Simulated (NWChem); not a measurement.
# C2H4BFO2: a chain of runs

Wanted: a single-point energy (singlet C2H4BFO2, r2SCAN/6-31G*), then a single-point energy (singlet C2H2O, r2SCAN/6-31G*), then a single-point energy (singlet BFH2O, r2SCAN/6-31G*), then the energy (singlet C2H2O, r2SCAN/6-31G*), then a single-point energy (singlet BFH2O, r2SCAN/6-31G*) of C2H4BFO2 and its partners. 

The calculation is run with NWChem 7.3.0.

## 1. The system as given

The species is C2H4BFO2 (10 atoms), typed as a singlet with charge 0.

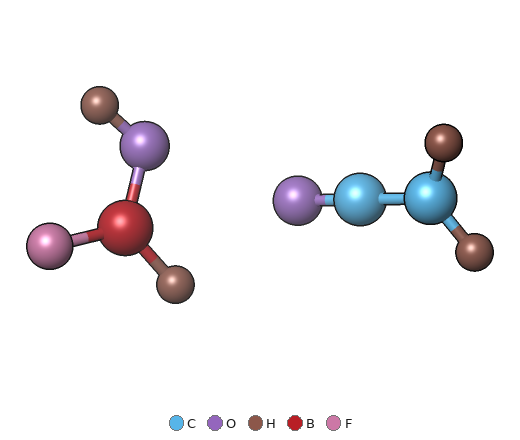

Viewed from a chosen angle; carbon blue, oxygen purple, hydrogen brown, boron red, fluorine pink.

## 2. A single-point energy at r2SCAN/6-31G(d) (spherical functions, pair key 74f0c153ea, separation 0.8) (run 1)

Input file c2h4bfo2.nw:

```
start c2h4bfo2
title "C2H4BFO2 r2SCAN"
memory total 2200 mb
charge 0

geometry units atomic noautosym nocenter noautoz
   C     -0.70256238     0.55508815    -0.49590193
   C      0.99271093    -0.78434973     0.70067265
   O      2.49258655    -1.96958595     1.75929723
   H     -2.29427869    -0.38278292    -1.36215239
   H     -0.48845641     2.58163045    -0.60191557
   O      7.20707529    -1.76638370     2.48056789
   B      7.34804886    -3.52010624     0.64811937
   F      9.54965538    -4.01789789    -0.46572300
   H      8.80402614    -0.97598685     2.85042509
   H      5.50055811    -4.63939102     0.01067695
end

basis spherical bse
   * library 6-31G*
end

dft
   xc r2scan
   grid fine
   convergence energy 1e-08
   maxiter 100
   mulliken
   print low
end

task dft energy
```

Command:

```sh
$ nwchem c2h4bfo2.nw > c2h4bfo2.out
```

Log:

```text
Northwest Computational Chemistry Package (NWChem) 7.3.0
             --------------------------------------------------------

           Job information
           ---------------

    nwchem branch   = 7.3.0
    use scalapack   = T
    input           = c2h4bfo2.nw
    prefix          = c2h4bfo2.
    data base       = ./c2h4bfo2.db
    status          = startup
    nproc           =        1

           Memory information
           ------------------

    heap     =     72089594 doubles =      550.0 Mbytes
    stack    =     72089599 doubles =      550.0 Mbytes
    global   =    144179200 doubles =     1100.0 Mbytes (distinct from heap & stack)
    total    =    288358393 doubles =     2200.0 Mbytes
    verify   = yes
    hardfail = no

           Directory information
           ---------------------

  0 permanent = .
  0 scratch   = .

                                NWChem Input Module
                                -------------------

                                  C2H4BFO2 r2SCAN
                                  ---------------

[... 24 lines left out ...]
            Nuclear Dipole moment (a.u.)
[... 91 lines left out ...]
   convergence    iter        energy       DeltaE   RMS-Dens  Diis-err    time
[... 15 lines left out ...]
         Total DFT energy =     -353.618148867053
      One electron energy =     -872.209115274564
           Coulomb energy =      367.253886820084
    Exchange-Corr. energy =      -43.912619554310
 Nuclear repulsion energy =      195.249699141737
[... 1 line left out ...]
 Numeric. integr. density =       46.000007299985

     Total iterative time =     28.8s

     ---------------------------------------------
      Total Density - Mulliken Population Analysis
     ---------------------------------------------

    Atom       Charge   Shell Charges
 -----------   ------   -------------------------------------------------------
    1 C    6     6.60   2.00  0.65  2.13  0.58  1.21  0.03
    2 C    6     5.55   2.00  0.72  1.90  0.34  0.51  0.09
    3 O    8     8.30   2.00  0.94  2.85  0.94  1.54  0.03
[... 6 lines of this table left out ...]
   10 H    1     1.05   0.52  0.53

     -------------------------------------------
      Total Density - Lowdin Population Analysis
     -------------------------------------------

    Atom       Charge   Shell Charges
 -----------   ------   -------------------------------------------------------
    1 C    6     6.50   1.99  0.53  1.96  0.44  1.52  0.06
    2 C    6     5.81   1.98  0.55  1.68  0.37  1.03  0.20
    3 O    8     8.04   1.99  0.86  2.69  0.68  1.75  0.07
[... 6 lines of this table left out ...]
   10 H    1     0.99   0.50  0.49

 Task  times  cpu:       29.4s     wall:       29.4s
 Total times  cpu:       29.4s     wall:       29.4s
```

Wall time 31 s (1 thread of Intel Xeon Platinum 8259CL at 2.50GHz (Skylake/Cascade Lake), shared host); peak memory 0.12 GiB.

## 3. C2H2O: the energy at r2SCAN/6-31G(d) (spherical functions, pair key 74f0c153ea, separation 0.8) (run 2)

Input file calc.nw:

```
start calc
title "C2H2O r2SCAN"
memory total 2200 mb

geometry units angstroms noautosym nocenter noautoz
C       -0.371780       0.293740      -0.262420
C        0.525320      -0.415060       0.370780
O        1.319020      -1.042260       0.930980
H       -1.214080      -0.202560      -0.720820
H       -0.258480       1.366140      -0.318520
end

basis spherical bse
* library 6-31G*
end

dft
xc r2scan
grid fine
convergence energy 1e-08
maxiter 100
mulliken
print low
end

task dft energy
```

Command:

```sh
$ nwchem calc.nw > calc.out
```

Log:

```text
Northwest Computational Chemistry Package (NWChem) 7.3.0
             --------------------------------------------------------

           Job information
           ---------------

    nwchem branch   = 7.3.0
    use scalapack   = T
    input           = calc.nw
    prefix          = calc.
    data base       = ./calc.db
    status          = startup
    nproc           =        1

           Memory information
           ------------------

    heap     =     72089594 doubles =      550.0 Mbytes
    stack    =     72089599 doubles =      550.0 Mbytes
    global   =    144179200 doubles =     1100.0 Mbytes (distinct from heap & stack)
    total    =    288358393 doubles =     2200.0 Mbytes
    verify   = yes
    hardfail = no

           Directory information
           ---------------------

  0 permanent = .
  0 scratch   = .

                                NWChem Input Module
                                -------------------

                                   C2H2O r2SCAN
                                   ------------

[... 25 lines left out ...]
            Nuclear Dipole moment (a.u.)
[... 84 lines left out ...]
   convergence    iter        energy       DeltaE   RMS-Dens  Diis-err    time
[... 13 lines left out ...]
         Total DFT energy =     -152.509956701297
      One electron energy =     -322.594601453650
           Coulomb energy =      131.342409073665
    Exchange-Corr. energy =      -20.047262591234
 Nuclear repulsion energy =       58.789498269921

 Numeric. integr. density =       22.000000031481

     Total iterative time =      5.3s

     ---------------------------------------------
      Total Density - Mulliken Population Analysis
     ---------------------------------------------

    Atom       Charge   Shell Charges
 -----------   ------   -------------------------------------------------------
    1 C    6     6.60   2.00  0.65  2.13  0.58  1.21  0.03
    2 C    6     5.55   2.00  0.72  1.90  0.34  0.51  0.09
    3 O    8     8.31   2.00  0.94  2.85  0.93  1.57  0.03
    4 H    1     0.77   0.50  0.26
    5 H    1     0.77   0.50  0.26

     -------------------------------------------
      Total Density - Lowdin Population Analysis
     -------------------------------------------

    Atom       Charge   Shell Charges
 -----------   ------   -------------------------------------------------------
    1 C    6     6.50   1.99  0.53  1.96  0.44  1.52  0.06
    2 C    6     5.81   1.98  0.55  1.67  0.37  1.03  0.20
    3 O    8     8.07   1.99  0.85  2.70  0.68  1.77  0.07
    4 H    1     0.81   0.47  0.35
    5 H    1     0.81   0.47  0.35

 Task  times  cpu:        5.4s     wall:        5.4s
 Total times  cpu:        5.4s     wall:        5.4s
```

Run time: 6 s. Hardware: 1 thread of Intel Xeon Platinum 8259CL at 2.50GHz (Skylake/Cascade Lake), shared host; peak memory 0.11 GiB.

## 4. BFH2O: the energy at r2SCAN/6-31G(d) (spherical functions, pair key 74f0c153ea, separation 0.8) (run 3)

Input file a.nw:

```
start a
memory total 2200 mb

geometry units angstroms noautosym nocenter noautoz
O      3.813820    -0.934730     1.312660
B      3.888420    -1.862760     0.342970
F      5.053460    -2.126180    -0.246450
H      4.658890    -0.516470     1.508380
H      2.910770    -2.455060     0.005650
end

basis spherical bse
* library 6-31G*
end

dft
xc r2scan
grid fine
convergence energy 1e-08
maxiter 100
mulliken
noprint "final vectors analysis"
end

task dft energy
```

Command:

```sh
$ nwchem a.nw > a.out
```

Log:

```text
Northwest Computational Chemistry Package (NWChem) 7.3.0
             --------------------------------------------------------

           Job information
           ---------------

    nwchem branch   = 7.3.0
    use scalapack   = T
    input           = a.nw
    prefix          = a.
    data base       = ./a.db
    status          = startup
    nproc           =        1

           Memory information
           ------------------

    heap     =     72089594 doubles =      550.0 Mbytes
    stack    =     72089599 doubles =      550.0 Mbytes
    global   =    144179200 doubles =     1100.0 Mbytes (distinct from heap & stack)
    total    =    288358393 doubles =     2200.0 Mbytes
    verify   = yes
    hardfail = no

           Directory information
           ---------------------

  0 permanent = .
  0 scratch   = .

                                NWChem Input Module
                                -------------------

 Scaling coordinates for geometry "geometry" by  1.889725989
 (inverse scale =  0.529177249)

[... 23 lines left out ...]
            Nuclear Dipole moment (a.u.)
[... 76 lines left out ...]
  convergence criterion.
[... 16 lines left out ...]
          Convergence on density requested:  1.00D-05
[... 21 lines left out ...]
          Spatial weights used:  Erf1
[... 3 lines left out ...]
          Convergence aids based upon iterative change in
[... 68 lines left out ...]
         Total DFT energy =     -201.114369110554
[... 1 line left out ...]
           Coulomb energy =      163.358096538334
[... 1 line left out ...]
 Nuclear repulsion energy =       64.275811428823
[... 17 lines left out ...]
     -------------------------------------------
      Total Density - Lowdin Population Analysis
     -------------------------------------------

    Atom       Charge   Shell Charges
 -----------   ------   -------------------------------------------------------
    1 O    8     8.24   1.99  0.84  2.77  0.65  1.95  0.04
    2 B    5     5.08   1.98  0.43  1.24  0.36  0.72  0.35
    3 F    9     9.03   1.99  0.91  3.17  0.78  2.15  0.02
    4 H    1     0.66   0.44  0.22
    5 H    1     0.99   0.50  0.49

 center of mass
 --------------
 x =   8.16393699 y =  -3.10298617 z =   0.85066169

 moments of inertia (a.u.)
 ------------------
         133.938690007953          35.300050122456          54.237227657175
          35.300050122456         146.623107511225         -64.244251372489
          54.237227657175         -64.244251372489         119.348223410318

     Multipole analysis of the density
     ---------------------------------

     L   x y z        total         alpha         beta         nuclear
     -   - - -        -----         -----         ----         -------
     0   0 0 0     -0.000000    -12.000000    -12.000000     24.000000

     1   1 0 0      0.370776    -97.138770    -97.138770    194.648315
[... 8 lines of this table left out ...]
     2   0 0 2    -11.981764    -36.692452    -36.692452     61.403140

 Task  times  cpu:        4.5s     wall:        4.5s
 Total times  cpu:        4.5s     wall:        4.5s
```

Wall time 5.1 s (1 thread of Intel Xeon Platinum 8259CL at 2.50GHz (Skylake/Cascade Lake), shared host); peak memory 0.11 GiB.

## 5. C2H2O among ghost functions: the energy at r2SCAN/6-31G(d) (spherical functions, pair key 74f0c153ea, separation 0.8, with ghost functions) (run 4)

Input file mol.nw:

```
start mol
title "C2H2O"
memory 2200 mb

geometry units angstroms noautosym nocenter noautoz
C     -0.371780     0.293740    -0.262420
C      0.525320    -0.415060     0.370780
O      1.319020    -1.042260     0.930980
H     -1.214080    -0.202560    -0.720820
H     -0.258480     1.366140    -0.318520
bqO      3.813820    -0.934730     1.312660
bqB      3.888420    -1.862760     0.342970
bqF      5.053460    -2.126180    -0.246450
bqH      4.658890    -0.516470     1.508380
bqH      2.910770    -2.455060     0.005650
end

basis "ao basis" spherical bse
C library 6-31G*
O library 6-31G*
H library 6-31G*
bqO library O 6-31G*
bqB library B 6-31G*
bqF library F 6-31G*
bqH library H 6-31G*
end

dft
xc r2scan
grid fine
convergence energy 1e-08
iterations 100
mulliken
print low
end

task dft energy
```

Command:

```sh
$ nwchem mol.nw > mol.out
```

Log:

```text
Northwest Computational Chemistry Package (NWChem) 7.3.0
             --------------------------------------------------------

           Job information
           ---------------

    nwchem branch   = 7.3.0
    use scalapack   = T
    input           = mol.nw
    prefix          = mol.
    data base       = ./mol.db
    status          = startup
    nproc           =        1

           Memory information
           ------------------

    heap     =     72089594 doubles =      550.0 Mbytes
    stack    =     72089599 doubles =      550.0 Mbytes
    global   =    144179200 doubles =     1100.0 Mbytes (distinct from heap & stack)
    total    =    288358393 doubles =     2200.0 Mbytes
    verify   = yes
    hardfail = no

           Directory information
           ---------------------

  0 permanent = .
  0 scratch   = .

                                NWChem Input Module
                                -------------------

                                       C2H2O
                                       -----

[... 25 lines left out ...]
            Nuclear Dipole moment (a.u.)
[... 131 lines left out ...]
   convergence    iter        energy       DeltaE   RMS-Dens  Diis-err    time
[... 13 lines left out ...]
         Total DFT energy =     -152.511039428983
      One electron energy =     -322.564775736214
           Coulomb energy =      131.307546012105
    Exchange-Corr. energy =      -20.043307974794
 Nuclear repulsion energy =       58.789498269921
[... 1 line left out ...]
 Numeric. integr. density =       22.000007012633

     Total iterative time =     24.1s

     ---------------------------------------------
      Total Density - Mulliken Population Analysis
     ---------------------------------------------

    Atom       Charge   Shell Charges
 -----------   ------   -------------------------------------------------------
    1 C    6     6.59   2.00  0.66  2.13  0.58  1.21  0.03
    2 C    6     5.55   2.00  0.72  1.90  0.34  0.51  0.09
    3 O    8     8.31   2.00  0.94  2.85  0.94  1.55  0.03
[... 6 lines of this table left out ...]
   10 X    0     0.01  -0.00  0.01

     -------------------------------------------
      Total Density - Lowdin Population Analysis
     -------------------------------------------

    Atom       Charge   Shell Charges
 -----------   ------   -------------------------------------------------------
    1 C    6     6.50   1.99  0.53  1.96  0.44  1.52  0.06
    2 C    6     5.81   1.98  0.55  1.67  0.37  1.02  0.20
    3 O    8     8.03   1.99  0.85  2.69  0.68  1.75  0.07
[... 6 lines of this table left out ...]
   10 X    0     0.01   0.00  0.01

 Task  times  cpu:       24.3s     wall:       24.3s
 Total times  cpu:       24.3s     wall:       24.3s
```

Run time: 25 s. Hardware: 1 thread of Intel Xeon Platinum 8259CL at 2.50GHz (Skylake/Cascade Lake), shared host; peak memory 0.12 GiB.

## 6. BFH2O among ghost functions: a single-point energy at r2SCAN/6-31G(d) (spherical functions, pair key 74f0c153ea, separation 0.8, with ghost functions) (run 5)

Input file mol.nw:

```
START mol
memory total 2200 mb

GEOMETRY noautosym nocenter noautoz
  O     3.813820   -0.934730    1.312660
  B     3.888420   -1.862760    0.342970
  F     5.053460   -2.126180   -0.246450
  H     4.658890   -0.516470    1.508380
  H     2.910770   -2.455060    0.005650
  bqC     -0.371780     0.293740    -0.262420
  bqC      0.525320    -0.415060     0.370780
  bqO      1.319020    -1.042260     0.930980
  bqH     -1.214080    -0.202560    -0.720820
  bqH     -0.258480     1.366140    -0.318520
END

BASIS spherical bse
  O library 6-31G*
  B library 6-31G*
  F library 6-31G*
  H library 6-31G*
  bqC library C 6-31G*
  bqO library O 6-31G*
  bqH library H 6-31G*
END

DFT
  xc r2scan
  grid fine
  convergence energy 1e-08
  maxiter 100
  mulliken
  print low
END

TASK dft energy
```

Command:

```sh
$ nwchem mol.nw > mol.out
```

Log:

```text
Northwest Computational Chemistry Package (NWChem) 7.3.0
             --------------------------------------------------------

           Job information
           ---------------

    nwchem branch   = 7.3.0
    use scalapack   = T
    input           = mol.nw
    prefix          = mol.
    data base       = ./mol.db
    status          = startup
    nproc           =        1

           Memory information
           ------------------

    heap     =     72089594 doubles =      550.0 Mbytes
    stack    =     72089599 doubles =      550.0 Mbytes
    global   =    144179200 doubles =     1100.0 Mbytes (distinct from heap & stack)
    total    =    288358393 doubles =     2200.0 Mbytes
    verify   = yes
    hardfail = no

           Directory information
           ---------------------

  0 permanent = .
  0 scratch   = .

                                NWChem Input Module
                                -------------------

 Scaling coordinates for geometry "geometry" by  1.889725989
 (inverse scale =  0.529177249)

[... 23 lines left out ...]
            Nuclear Dipole moment (a.u.)
[... 132 lines left out ...]
   convergence    iter        energy       DeltaE   RMS-Dens  Diis-err    time
[... 11 lines left out ...]
         Total DFT energy =     -201.115126033200
      One electron energy =     -404.880234672345
           Coulomb energy =      163.339792878502
    Exchange-Corr. energy =      -23.850495668180
 Nuclear repulsion energy =       64.275811428823
[... 1 line left out ...]
 Numeric. integr. density =       24.000000357176

     Total iterative time =     18.3s

     ---------------------------------------------
      Total Density - Mulliken Population Analysis
     ---------------------------------------------

    Atom       Charge   Shell Charges
 -----------   ------   -------------------------------------------------------
    1 O    8     8.56   2.00  0.91  2.94  0.90  1.79  0.02
    2 B    5     4.53   2.00  0.53  1.35  0.24  0.27  0.14
    3 F    9     9.28   2.00  0.94  3.32  0.99  2.02  0.01
[... 6 lines of this table left out ...]
   10 X    0     0.00  -0.00  0.00

     -------------------------------------------
      Total Density - Lowdin Population Analysis
     -------------------------------------------

    Atom       Charge   Shell Charges
 -----------   ------   -------------------------------------------------------
    1 O    8     8.23   1.99  0.83  2.77  0.65  1.94  0.04
    2 B    5     5.08   1.98  0.43  1.24  0.36  0.72  0.35
    3 F    9     9.03   1.99  0.91  3.17  0.78  2.15  0.02
[... 6 lines of this table left out ...]
   10 X    0     0.00   0.00  0.00

 Task  times  cpu:       18.6s     wall:       18.6s
 Total times  cpu:       18.6s     wall:       18.6s
```

It took 19 s on 1 thread of Intel Xeon Platinum 8259CL at 2.50GHz (Skylake/Cascade Lake), shared host; peak memory 0.12 GiB.

## 7. Results

```
                                                                                      quantity          value
                                                            run 1, r2SCAN/6-31G*: total energy  -353.61815 Eh
                                                                           C2H2O: total energy  -152.50996 Eh
                                                                           BFH2O: total energy  -201.11437 Eh
                                                                          BFH2O: dipole moment         1.33 D
                                                     C2H2O among ghost functions: total energy  -152.51104 Eh
                                                     BFH2O among ghost functions: total energy  -201.11513 Eh
              interaction energy of the rigid parts C2H2O and BFH2O (parts in their own basis)       0.168 eV
interaction energy of the rigid parts C2H2O and BFH2O (parts in the whole basis, counterpoise)       0.218 eV
```

In words: The interaction energy of the rigid parts C2H2O and BFH2O (parts in their own basis) is 0.17 eV (3.9 kcal/mol): the parts repel at this shape. The interaction energy of the rigid parts C2H2O and BFH2O (parts in the whole basis, counterpoise) is 0.22 eV (21.0 kJ/mol): the parts repel at this shape. The basis-set superposition error is 4.8 kJ/mol. Mulliken charges (run 1, r2SCAN/6-31G*) run from -0.60 on C1 to +0.46 on B7. Mulliken charges (C2H2O) run from -0.60 on C1 to +0.45 on C2; they depend strongly on the basis. Mulliken charges (BFH2O) run from -0.56 on O1 to +0.47 on B2; they depend strongly on the basis.
